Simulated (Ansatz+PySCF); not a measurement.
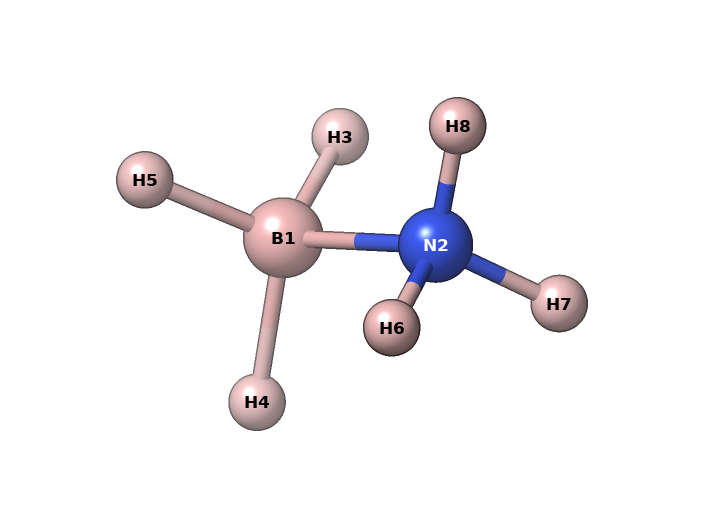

Simulated data, not a measurement (program: Ansatz+PySCF).

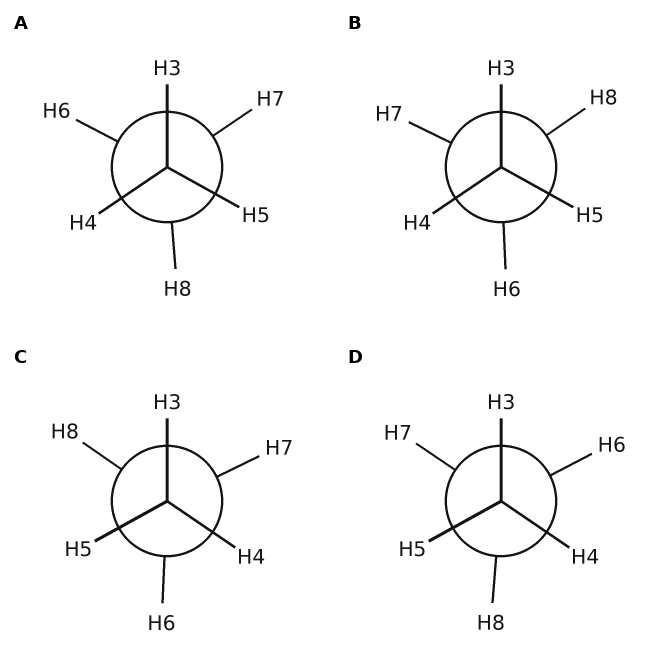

Depth is shown by fading: the farther an atom, the more it takes the colour of the background. Bonds that would overlap in a projection are set slightly apart. Geometry: a fixed input geometry, not necessarily a minimum.

**Which Newman projection shows the view along B1–N2, with B1 in front?**

B. The torsion angle H3–B1–N2–H6 is 177°, antiperiplanar (anti).
